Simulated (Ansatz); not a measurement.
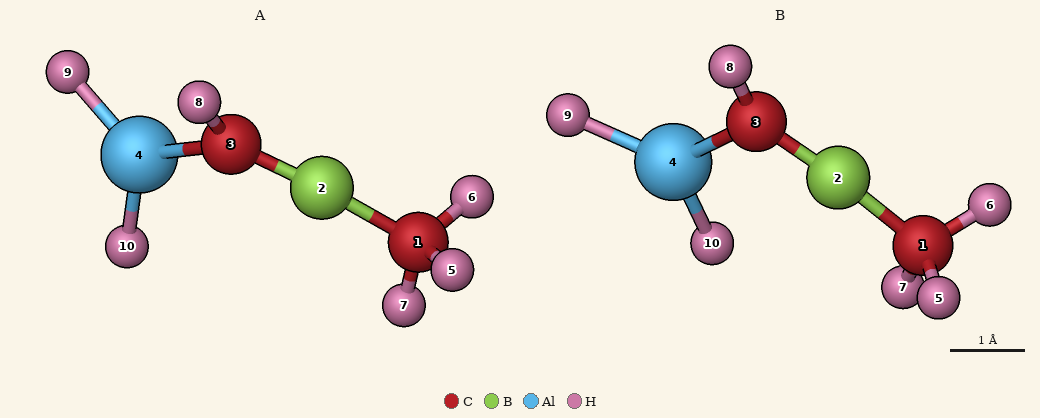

Two geometries of C$_{2}$H$_{6}$AlB, drawn at one scale. One is the start of a relaxation, the other its converged end. The picture is a ball-and-stick view, seen from a free direction.

All numbers below come from Ansatz 0.2.0, RKS PBE0-D4/def2-TZVP. Settings: force threshold 0.005 eV/Å; at most 200 steps.

Question: Which one is relaxed?

Answer: Structure B is the relaxed one. Over 16 accepted moves (17 points after the start) the energy falls by 24.2 kJ/mol. The largest force component goes from 0.74 to 0.0014 eV/Å. The line search rejected the trial step at point 16 of the run. The largest move after the best rigid fit is that of H10, 0.89 Å. Largest moves by element: H 0.89 Å, C 0.32 Å, Al 0.23 Å, B 0.15 Å. Some distances before and after: C3–Al4 1.959 → 1.918 Å, Al4–H10 1.556 → 1.592 Å, Al4–H9 1.555 → 1.586 Å, C1–B2 1.544 → 1.527 Å. Bond angles that change, for instance: B2–C3–Al4 118.0° → 102.9°, H9–Al4–H10 111.2° → 120.9°, Al4–C3–H8 110.6° → 118.8°. Groups turn about C3–Al4 by about 35°. Cost: 69 s on 2 threads of Arm Neoverse V1, on a shared host.
